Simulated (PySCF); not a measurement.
Input

```
{"job": {"kind": "nmr", "xc": "PBE0", "basis": "pcSseg-1", "pop": false}, "charge": 0, "multiplicity": 1}
C     -1.677717    -0.430751    -1.140497
C     -2.429352    -0.074399    -0.017029
C     -2.838836     1.247816     0.218862
Si    -0.691193     0.982661     0.247919
O     -0.734187     1.337434     1.847557
O      0.709487     0.117491     0.133347
Si     2.028295    -0.550072     0.801803
Si     3.249683    -1.367146    -0.962712
H     -1.829108     0.100453    -2.063932
H     -1.336194    -1.445928    -1.244135
H     -2.519739    -0.789575     0.789453
H     -3.404792     1.454920     1.109489
H     -3.086679     1.864526    -0.628013
H     -0.463996     2.045159    -0.703504
H      0.063406     1.291712     2.372564
H      1.567785    -1.541601     1.790648
H      2.661423     0.511504     1.609723
H      2.566480    -2.396229    -1.759021
H      3.686367    -0.351850    -1.929550
H      4.478868    -2.006125    -0.472972
```

Launched as:

```sh
OMP_NUM_THREADS=1 python ens_run.py task.json out
```

Geometry: GFN2-xTB.

Level of theory: PBE0/pcSseg-1, SCF density, gas phase, non-relativistic (PySCF 2.14.0).

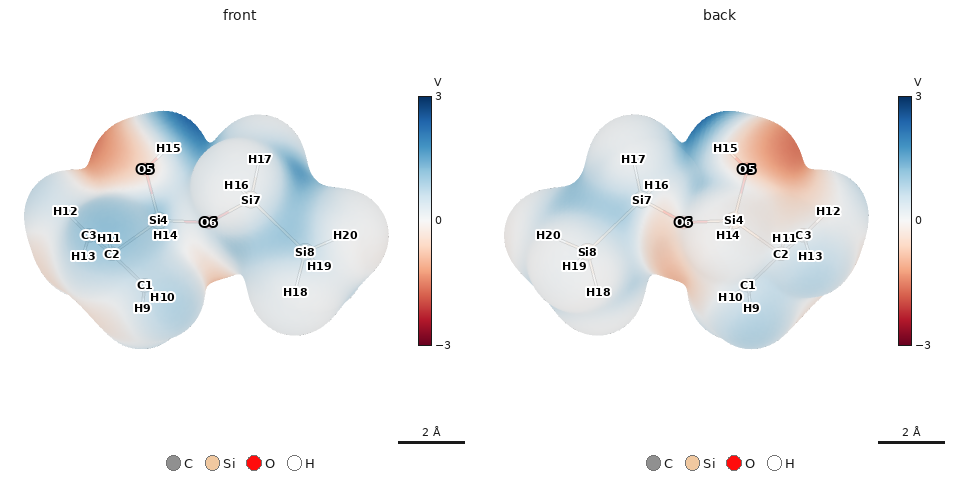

C3H12O2Si3. The molecular electrostatic potential painted on the density surface at 0.002 e/bohr³, seen from the front and from behind; the colour scale runs from red (negative) to blue (positive).

Q: Describe the electrostatic potential map.

A: The most negative region (about −1.5 V) lies over O5, the most positive (about +2.2 V) over H15. O5 is the likeliest acceptor of a hydrogen bond.

Q: What dipole moment does the calculation give?

A: Its dipole moment is 0.84 D.
